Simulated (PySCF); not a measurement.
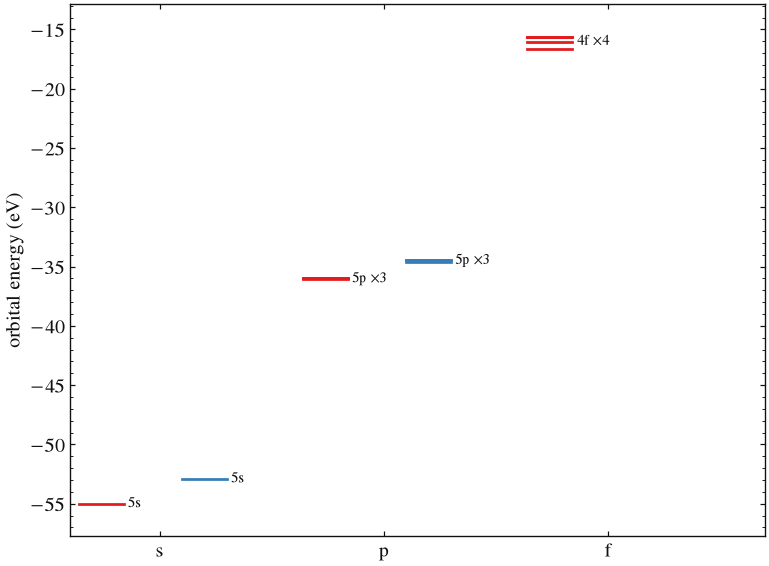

Fig. 1: Orbital energies of the mean field, from the top down to −55.0 eV, by angular momentum, α spin at the left of each column and β at the right; ×n counts the orbitals under one label. The highest filled orbital is 4f α at −15.6 eV, the lowest empty one f α at −13.7 eV.

# Atomic calculation for Nd²⁺

Nd²⁺, configuration 1s2 2s2 2p6 3s2 3p6 3d10 4s2 4p6 4d10 4f4 5s2 5p6, multiplicity 5. Computed at this level: unrestricted r2SCAN, x2c-TZVPPall, spin-free X2C-1e, Gaussian nucleus (PySCF).

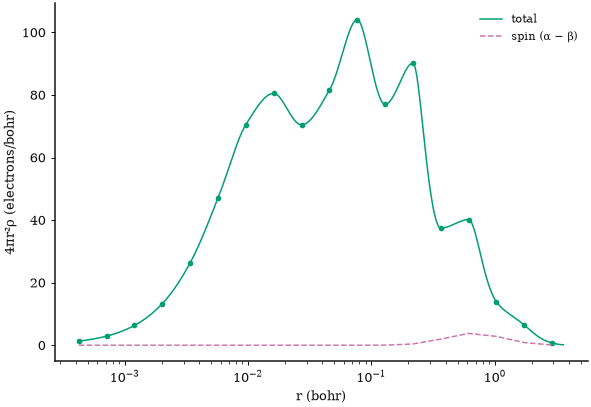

Fig. 2: Spherically averaged radial density 4πr²ρ of the mean field and its spin part; markers are the stored points, which are sparse, and the line is a monotone interpolation between them. The largest stored value is 104 electrons/bohr at r = 0.077 bohr. Root-mean-square radii of the shells: 4s 0.646, 4p 0.686, 4d 0.764, 4f 1.21, 5s 1.57, 5p 1.83 bohr.

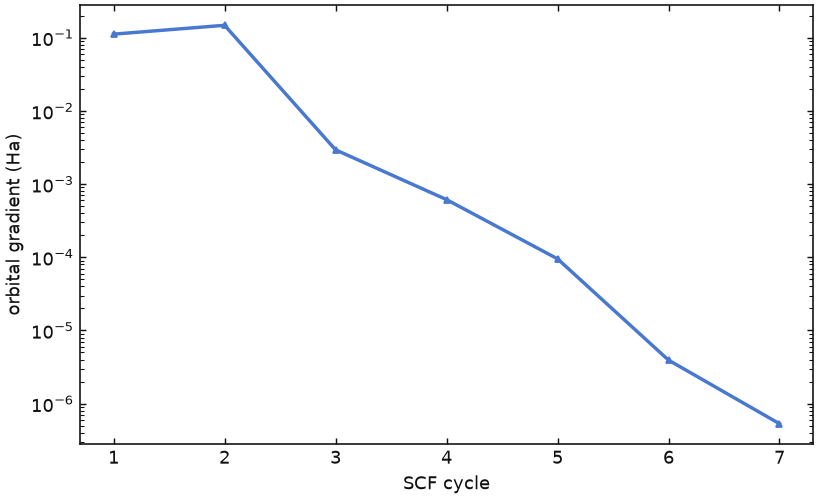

Fig. 3: Convergence: orbital gradient against the SCF cycle. The residual falls almost steadily, with no more than small rises or pauses. It goes from 0.11 to 5.3×10⁻⁷ in 7 steps.

These pictures come from the run below.

**Input file**
```python
from pyscf import gto, scf, dft, mp, cc
import basis_set_exchange as bse
mol = gto.M(atom="Nd 0 0 0", charge=2, spin=4, symmetry="D2h",
            basis=gto.basis.parse(bse.get_basis("x2c-TZVPPall", elements=["Nd"], fmt="nwchem")),
            nucmod="G")
mf = dft.UKS(mol, xc="R2SCAN").sfx2c1e()
mf.irrep_nelec = {'Ag': (9, 9), 'B1g': (2, 2), 'B2g': (2, 2), 'B3g': (2, 2), 'Au': (1, 0), 'B1u': (6, 4), 'B2u': (5, 4), 'B3u': (4, 4)}
mf.kernel()
```

The script is an equivalent of what the driver set up; the driver started from orbitals of its own, so the log can be shorter than this script's would be, and it computed the properties (radii, ⟨L²⟩, response) afterwards. It held the occupations shell by shell, which the script's counts by irreducible representation don't always enforce.

**Log (extracts)**
```
damping factor = 0
level_shift factor = 0
DIIS = <class 'pyscf.scf.diis.CDIIS'>
diis_start_cycle = 1
diis_space = 10
diis_damp = 0
SCF conv_tol = 1e-09
SCF conv_tol_grad = None
number electrons alpha = 31  beta = 27
XC functionals = R2SCAN
    J. W. Furness, A. D. Kaplan, J. Ning, J. P. Perdew, and J. Sun.,  J. Phys. Chem. Lett. 11, 8208-8215 (2020)
    J. W. Furness, A. D. Kaplan, J. Ning, J. P. Perdew, and J. Sun.,  J. Phys. Chem. Lett. 11, 9248-9248 (2020)
    J. W. Furness, A. D. Kaplan, J. Ning, J. P. Perdew, and J. Sun.,  J. Phys. Chem. Lett. 11, 8208-8215 (2020)
    J. W. Furness, A. D. Kaplan, J. Ning, J. P. Perdew, and J. Sun.,  J. Phys. Chem. Lett. 11, 9248-9248 (2020)
cycle= 1 E= -9622.68321612993  delta_E= -0.0161  |g|= 0.112  |ddm|= 0.206
cycle= 2 E= -9622.6819926856  delta_E= 0.00122  |g|= 0.148  |ddm|= 0.161
cycle= 3 E= -9622.68479952561  delta_E= -0.00281  |g|= 0.00294  |ddm|= 0.0852
cycle= 4 E= -9622.6848007119  delta_E= -1.19e-06  |g|= 0.000614  |ddm|= 0.00232
cycle= 5 E= -9622.68480078778  delta_E= -7.59e-08  |g|= 9.52e-05  |ddm|= 0.000874
cycle= 6 E= -9622.68480078945  delta_E= -1.67e-09  |g|= 3.93e-06  |ddm|= 8.91e-05
cycle= 7 E= -9622.68480078945  delta_E= 3.64e-12  |g|= 5.31e-07  |ddm|= 7.69e-06
converged SCF energy = -9622.68480078945  <S^2> = 6.0033845  2S+1 = 5.0013536
```

**Results in brief**

| quantity | value |
| --- | --- |
| outcome | converged |
| total energy | −9622.6848 hartree |
| ⟨S²⟩ | 6.003 |
| ⟨L²⟩ | 34.01 |
| SCF iterations | 7 |
| hardware | 1 CPU thread, shared host |
| CPU time | 14 s (integrals apart) |

**Notes**

Radii and densities are those of the two-component orbitals, without the picture-change correction, so the innermost s shells come out slightly too small (about 1 % for 1s near Z = 40, more for heavier atoms). ⟨L²⟩ departs from that of the intended term, so the determinant mixes terms.
